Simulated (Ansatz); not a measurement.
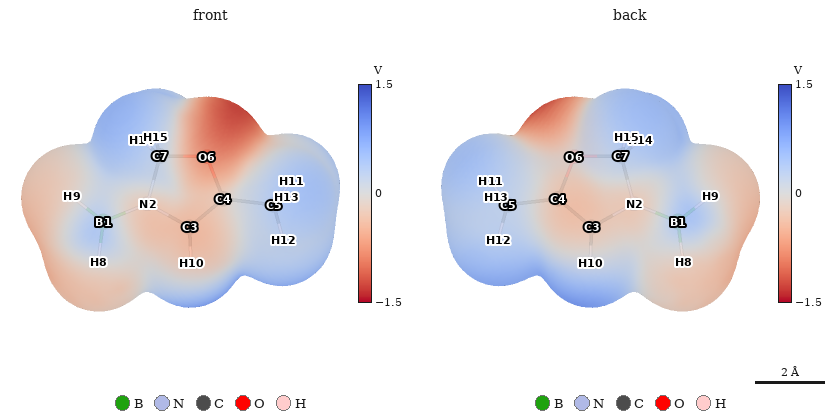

The picture shows: C₄H₈BNO. The electrostatic potential painted on the density surface at 0.001 e/bohr³, seen from the front and from behind; the colour scale runs from red (negative) to blue (positive).

Level of theory: RHF/def2-SVP in Ansatz 0.2.0.

```yaml
atoms:
  - { symbol: B, position_ang: [-0.9509, 0.6781, 2.4101] }
  - { symbol: N, position_ang: [-0.6176, 0.4324, 1.0829] }
  - { symbol: C, position_ang: [0.1566, -0.6269, 0.5486] }
  - { symbol: C, position_ang: [0.4107, -0.3772, -0.7234] }
  - { symbol: C, position_ang: [1.1939, -1.1050, -1.7544] }
  - { symbol: O, position_ang: [-0.1547, 0.8026, -1.1090] }
  - { symbol: C, position_ang: [-0.9959, 1.2341, -0.0732] }
  - { symbol: H, position_ang: [-0.5904, -0.0898, 3.2597] }
  - { symbol: H, position_ang: [-1.5978, 1.6551, 2.6774] }
  - { symbol: H, position_ang: [0.4747, -1.4548, 1.1580] }
  - { symbol: H, position_ang: [0.5613, -1.3528, -2.6086] }
  - { symbol: H, position_ang: [1.6115, -2.0225, -1.3437] }
  - { symbol: H, position_ang: [2.0087, -0.4753, -2.1170] }
  - { symbol: H, position_ang: [-0.8542, 2.2978, 0.1004] }
  - { symbol: H, position_ang: [-2.0363, 1.0486, -0.3571] }
```

Where is the surface potential most negative and most positive?

The most negative region (about −1.2 V) lies over O6, the most positive (about +0.9 V) over H10. O6 is the likeliest acceptor of a hydrogen bond.
